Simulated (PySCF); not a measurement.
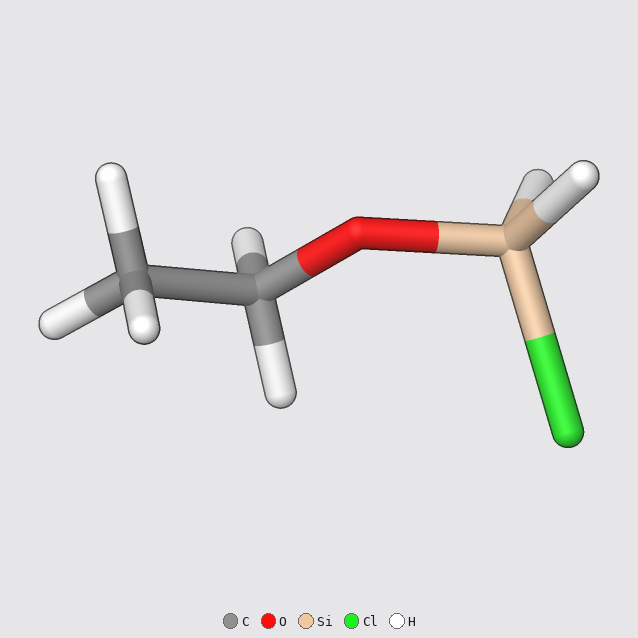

Rendered structure (stick style).

Computed geometry: PBE0-D3(BJ)/def2-SVP optimisation. No frequency run is at hand to confirm it as a minimum.

Describe the molecule.

Formula C2H7ClOSi. As SMILES it reads `CCO[SiH2]Cl`. It has no ring. Among its groups: Si–H bond, Si–O bond. The point group is C1. Coordination: 2 C tetrahedral; 1 O bent; 1 Si tetrahedral.

The parts below concern this one geometry. Atoms keep their numbers from picture to picture.

Core levels

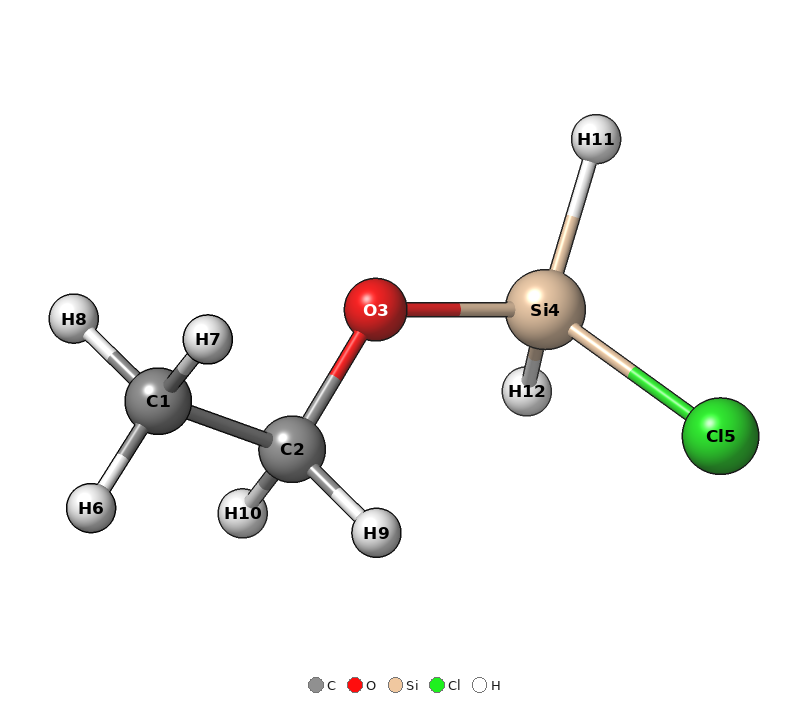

No frequency run is at hand to confirm it as a minimum. Level of theory: delta-SCF UKS B3LYP, pcX-2 on the ionised atom, pcseg-1 elsewhere, spin-free X2C (PySCF 2.14.0).

Give the core-electron binding energies (to vacuum; p and d levels without spin–orbit splitting) of C1 1s, C2 1s, O3 1s, Si4 1s, Si4 2p, Cl5 1s, Cl5 2p.

```csv
atom,level,binding energy (eV)
C1,1s,291.0
C2,1s,292.6
O3,1s,538.1
Si4,1s,1846.9
Si4,2p,108.5
Cl5,1s,2826.1
Cl5,2p,206.1
```

Charges

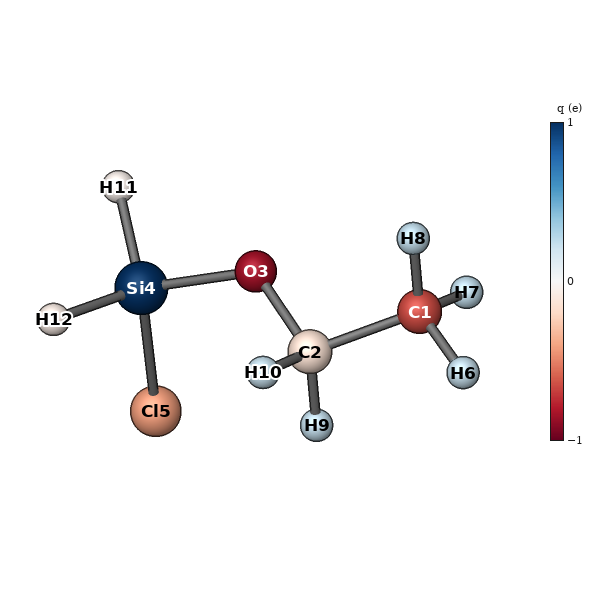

Atoms are coloured by their Mulliken charges. No frequency run is at hand to confirm it as a minimum. Method: PBE0/pcSseg-0, gas phase (PySCF 2.14.0).

Give the Mulliken charges atom by atom.

```json
{"atom": "C1", "value (e)": "−0.65"}
{"atom": "C2", "value (e)": "−0.14"}
{"atom": "O3", "value (e)": "−0.84"}
{"atom": "Si4", "value (e)": "0.99"}
{"atom": "Cl5", "value (e)": "−0.41"}
{"atom": "H6", "value (e)": "0.23"}
{"atom": "H7", "value (e)": "0.24"}
{"atom": "H8", "value (e)": "0.24"}
{"atom": "H9", "value (e)": "0.23"}
{"atom": "H10", "value (e)": "0.23"}
{"atom": "H11", "value (e)": "−0.05"}
{"atom": "H12", "value (e)": "−0.07"}
```

Excitation

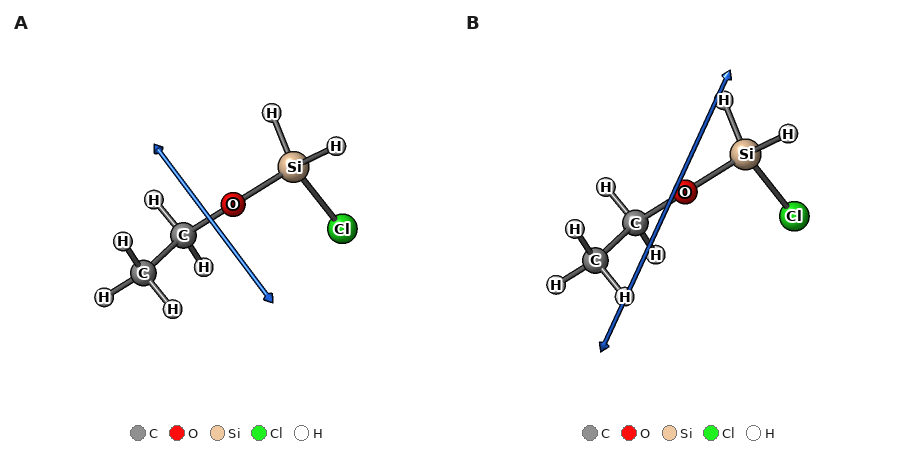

The double arrows show the directions of two transition dipoles from the ground state (lengths mean nothing). No frequency run is at hand to confirm it as a minimum. Level of theory: TDDFT PBE0/6-31+G*, vertical, gas phase, core orbitals frozen in the response (PySCF 2.14.0).

One belongs to singlet state 5 and one to singlet state 6. Which is which?

Answer. A: state 5, 7.89 eV (157 nm), oscillator strength 0.036, mainly HOMO → LUMO+2 (weight 0.76).
B: state 6, 8.01 eV (155 nm), oscillator strength 0.036, mainly HOMO−2 → LUMO (weight 0.89).

Mulliken values depend strongly on the basis set and can even reverse the polarity of a bond.
